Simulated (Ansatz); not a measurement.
**CAM-B3LYP/def2-SVP run of GeH3O2F (SMILES [OH][GeH]([OH])[F])**

Aim: the energy change on altering one bond length of GeH3O2F at CAM-B3LYP/def2-SVP, from 2 runs. 

The results are computed with Ansatz 0.2.0.

72 further runs of the same task are left out: 72 set aside as unsound or not needed.

## Step 1: Starting point

GeH3O2F has 7 atoms, charge 0, and is taken as a singlet. SMILES: `[OH][GeH]([OH])[F]`. The coordinates come from a PBE0-D4/def2-TZVP relaxation. This is one conformer, not always the lowest.

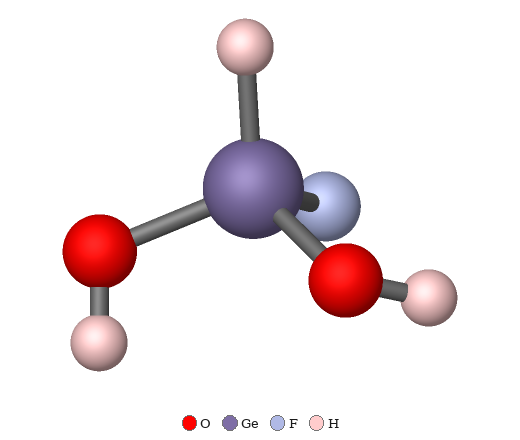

Viewed from a chosen angle; oxygen red, germanium purple, fluorine light blue, hydrogen pink.

## Step 2: The energy at CAM-B3LYP/def2-SVP

in.yaml

```yaml
crystal:
  periodic: [false, false, false]
  atoms:
    - {symbol: O, position_ang: [-0.352900, 1.140300, -0.859300]}
    - {symbol: Ge, position_ang: [-0.107500, -0.026800, 0.432400]}
    - {symbol: O, position_ang: [1.518200, -0.656000, 0.307600]}
    - {symbol: F, position_ang: [-1.260300, -1.284500, 0.113200]}
    - {symbol: H, position_ang: [-1.209200, 1.041800, -1.283900]}
    - {symbol: H, position_ang: [-0.331400, 0.485800, 1.847500]}
    - {symbol: H, position_ang: [1.804400, -0.768700, -0.603100]}
basis:
  gaussian:
    orbitals: def2-SVP
hamiltonian:
  xc: {name: CAM-B3LYP}
accuracy: high
output: {orbitals: {seedname: orbitals}}
```

The run is started by

```
$ ansatz run in.yaml --threads 1 --pin off --max-ram 3480MiB --events-out events.jsonl --progress --plain --runs-dir runs
```

Standard output:

```text
Warning: RAYON_NUM_THREADS=1 ignored (pool sized by the plan → 1); use --threads N
Functional definition: CAM-B3LYP
  name "CAM-B3LYP"
  parameter alpha = 0.19
  parameter beta = 0.46
  parameter omega = 0.33/bohr
  parameter ac = 0.81
  exchange = (1 - alpha - beta)*b88_x + beta*b88_x_sr(omega) + alpha*exact_x + beta*exact_x_lr(omega)
  correlation = (1 - ac)*vwn5_c + ac*lyp_c
1869 factors; integrals over basis functions are off by at most 4.4e-9 eV
344 factors; integrals over basis functions are off by at most 2.0e-9 eV
mean field evaluation 1: about -63360.9359 eV, gradient 7.0e1 eV
mean field evaluation 2: about -63355.0418 eV, gradient 9.3e1 eV
mean field evaluation 4: about -63369.0346 eV, gradient 2.4e0 eV
mean field evaluation 8: about -63369.1497 eV, gradient 1.5e-1 eV
mean field evaluation 16: about -63369.1497 eV, gradient 2.4e-5 eV
mean field -63369.14973212 eV, -2328.7732995028 hartree, gradient 3.1e-8 eV, S^2 0.000000; 0 other end points of the search recorded, 0 dependent functions left out
reference -63369.14974938 eV, -2328.7733001375 hartree; 30, 30 occupied and 59, 59 virtual orbitals, 1869 factors
Total energy: -63369.14974938 eV, -2328.7733001375 hartree
```

Run time: 8.1 s. Hardware: 1 thread of Arm Neoverse V2, shared host; peak memory 0.34 GiB.

## Step 3: The distorted shape at the same level

molecule.yaml

```yaml
crystal:
  periodic: [false, false, false]
  atoms:
    - {symbol: O, position_ang: [0.569370, 2.146492, -0.603932]}
    - {symbol: Ge, position_ang: [0.814770, 0.979392, 0.687768]}
    - {symbol: O, position_ang: [2.440470, 0.350192, 0.562968]}
    - {symbol: F, position_ang: [-1.260300, -1.284500, 0.113200]}
    - {symbol: H, position_ang: [-0.286930, 2.047992, -1.028532]}
    - {symbol: H, position_ang: [0.590870, 1.491992, 2.102868]}
    - {symbol: H, position_ang: [2.726670, 0.237492, -0.347732]}
basis:
  gaussian: {orbitals: def2-SVP}
hamiltonian: {xc: {name: CAM-B3LYP}}
accuracy: high
output: {orbitals: {seedname: orbitals}}
```

The run is started by

```
$ ansatz run molecule.yaml --threads 1 --pin off --max-ram 3480MiB --events-out events.jsonl --progress --plain --runs-dir runs
```

Standard output (excerpt; [...] marks lines left out):

```text
Warning: RAYON_NUM_THREADS=1 ignored (pool sized by the plan → 1); use --threads N
[... 8 set-up lines as earlier in the session ...]
1795 factors; integrals over basis functions are off by at most 4.1e-9 eV
371 factors; integrals over basis functions are off by at most 1.7e-9 eV
mean field evaluation 1: about -63352.1480 eV, gradient 7.9e1 eV
mean field evaluation 2: about -63114.9257 eV, gradient 2.7e2 eV
mean field evaluation 4: about -63362.1249 eV, gradient 3.5e1 eV
mean field evaluation 8: about -63364.1387 eV, gradient 1.4e0 eV
mean field evaluation 16: about -63364.1428 eV, gradient 2.2e-3 eV
mean field -63364.14278816 eV, -2328.5892977065 hartree, gradient 3.6e-8 eV, S^2 0.000000; 0 other end points of the search recorded, 0 dependent functions left out
reference -63364.14280578 eV, -2328.5892983537 hartree; 30, 30 occupied and 59, 59 virtual orbitals, 1795 factors
Total energy: -63364.14280578 eV, -2328.5892983537 hartree
```

Wall time 8.7 s (1 thread of Arm Neoverse V2, shared host); peak memory 0.33 GiB.

## Step 4: Summary of results

At CAM-B3LYP/def2-SVP:

| quantity | value |
| --- | --- |
| first shape: total energy | -2328.77330 Eh |
| first shape: HOMO energy | -10.61 eV |
| first shape: LUMO energy | 1.47 eV |
| first shape: HOMO–LUMO gap | 12.08 eV |
| distorted shape: total energy | -2328.58930 Eh |
| distorted shape: HOMO energy | -8.35 eV |
| distorted shape: LUMO energy | -3.00 eV |
| distorted shape: HOMO–LUMO gap | 5.35 eV |
| energy change with the Ge2–F4 bond stretched from 1.736 to 3.124 Å | 5.007 eV |

With the Ge2–F4 bond stretched from 1.736 to 3.124 Å the energy rises by 5.01 eV (483 kJ/mol). The first shape isn't relaxed at this level, so the change isn't measured from a minimum. A restricted reference can't describe the breaking bond well at this length.
